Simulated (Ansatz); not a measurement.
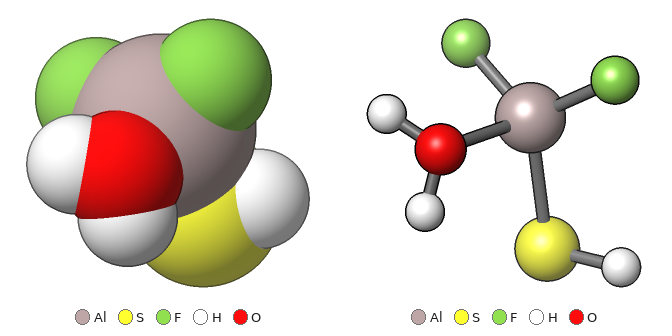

The same structure drawn twice, from different directions.

The geometry was computed by an optimisation with PBE0-D4/def2-TZVP.

> Which formula does it have?

AlF2H3OS, 8 atoms: 1 aluminium, 2 fluorine, 3 hydrogen, 1 oxygen and 1 sulfur.

> Count the bonded pairs by element.

2 Al–F, 2 O–H, 1 Al–S, 1 Al–O, 1 S–H. Sticks follow a distance rule.

More results for the same structure follow; atom numbers are the same in all pictures, views and colours differ.

Symmetry

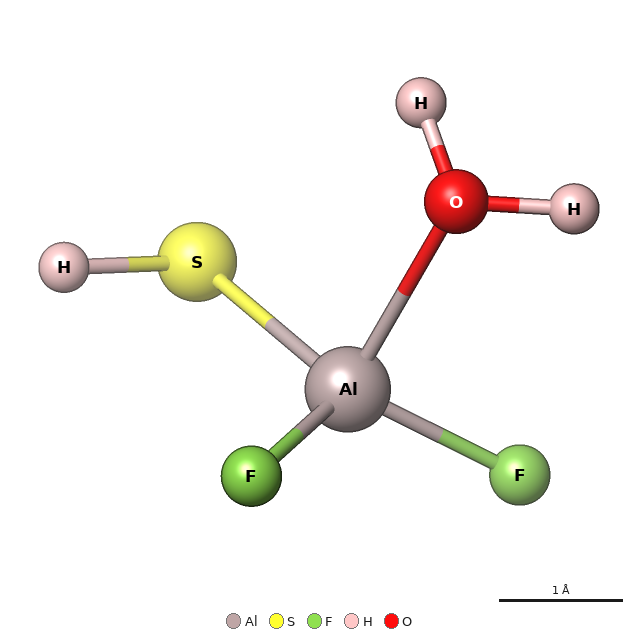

Depth is shown by fading: the farther an atom, the more it takes the colour of the background. Masses are those of the most abundant isotopes; constants are for the rigid equilibrium geometry.

> What kind of rotor is it, and what are its rotational constants in cm⁻¹?

An asymmetric top (C1): A = 0.112, B = 0.0703, C = 0.0659 cm⁻¹. Ray's parameter κ is −0.81, nearer the prolate limit.

Thermal motion

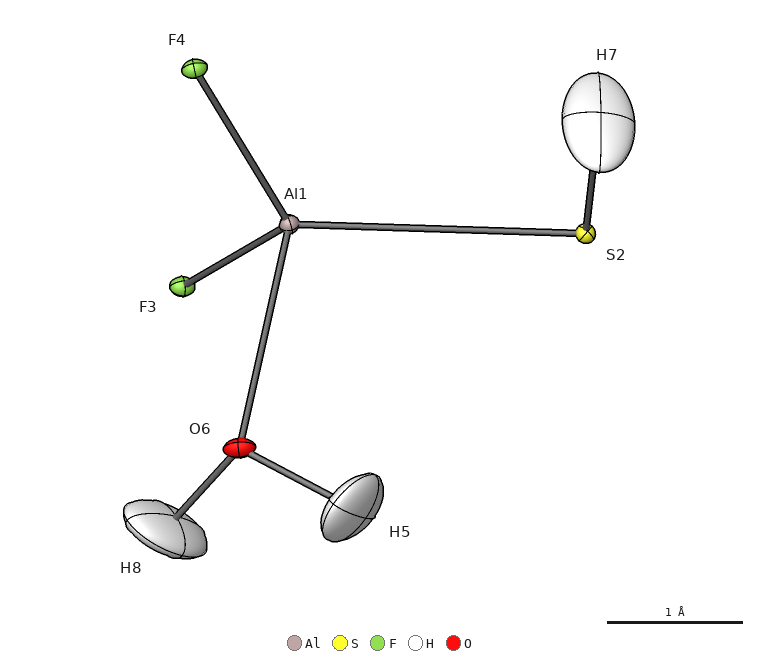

Displacement ellipsoids at the 50 % level, from the internal vibrations of the free molecule (harmonic, no overall translation or rotation; no half-axis is drawn under 0.075 Å). Vibrations computed with RKS PBE0-D4/def2-TZVP (Ansatz 0.2.0). Temperature: 100 K.

List U_eq and the three principal root-mean-square amplitudes for each kind of atom.

```
atom  U_eq (Å²)   rms amplitudes (Å)
 Al1     0.0013  0.034, 0.036, 0.038
  S2     0.0012  0.031, 0.033, 0.039
  F3     0.0027  0.038, 0.053, 0.062
  F4     0.0026  0.038, 0.050, 0.063
  H5     0.0358  0.087, 0.193, 0.250
  O6     0.0039  0.049, 0.056, 0.079
  H7     0.0416  0.083, 0.176, 0.295
  H8     0.0371  0.087, 0.182, 0.265
```

Dipole moment

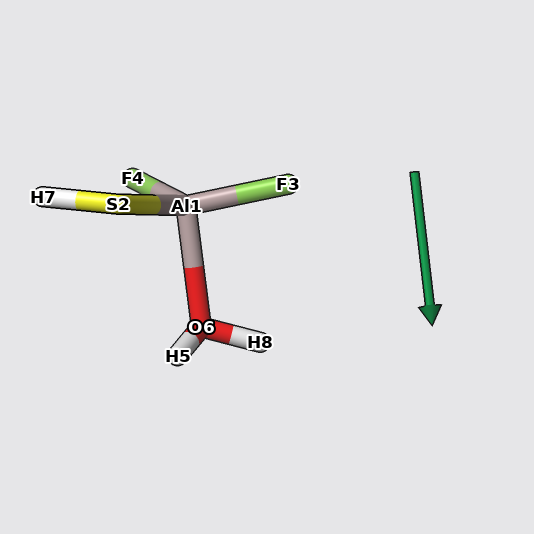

The arrow beside the molecule shows the direction of the dipole moment, from the negative to the positive end (its length means nothing). Level of theory: RKS PBE0-D4/def2-TZVP (Ansatz 0.2.0).

> Estimate the dipole moment.

4.84 D; it points from the side of F4 to the side of H5, H8 (the outermost atoms at the two ends).

Vibrations

Harmonic vibrations computed with RKS PBE0-D4/def2-TZVP (Ansatz 0.2.0) at a stationary point of the same level.

> How many vibrational modes are there, and where do they lie?

18 modes: 111, 130, 178, 190, 219, 252, 276, 432, 459, 514, 635, 669, 787, 900, 1615, 2711, 3766, 3863 cm⁻¹.

Charges

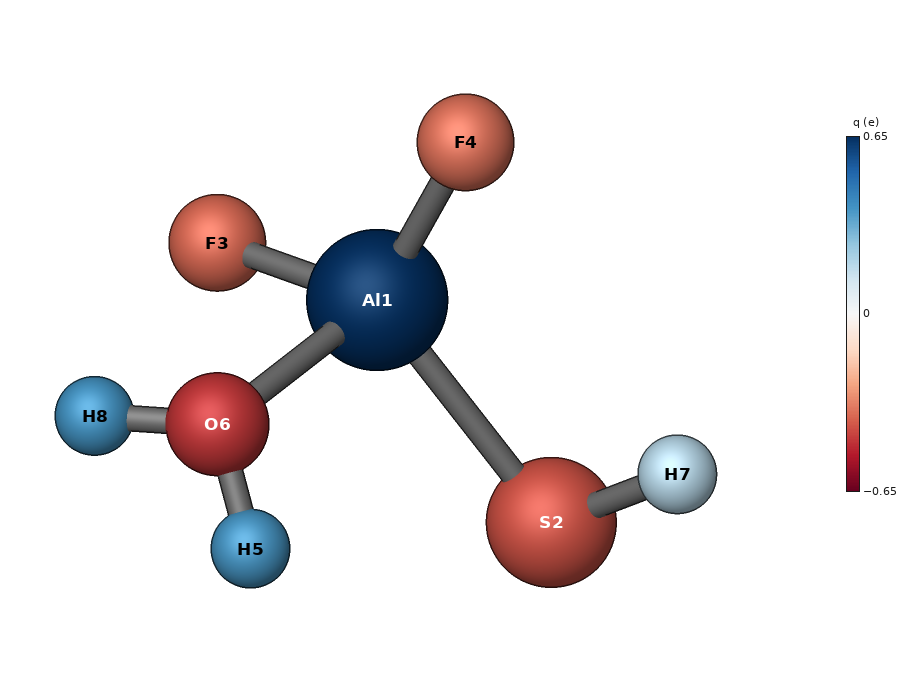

Atoms are coloured by their Mulliken charges. Level of theory: RKS PBE0-D4/def2-TZVP (Ansatz 0.2.0).

Give the Mulliken charges atom by atom.

```csv
atom,value (e)
Al1,0.65
S2,−0.41
F3,−0.37
F4,−0.35
H5,0.38
O6,−0.46
H7,0.18
H8,0.38
```

Mulliken values depend strongly on the basis set and can even reverse the polarity of a bond.
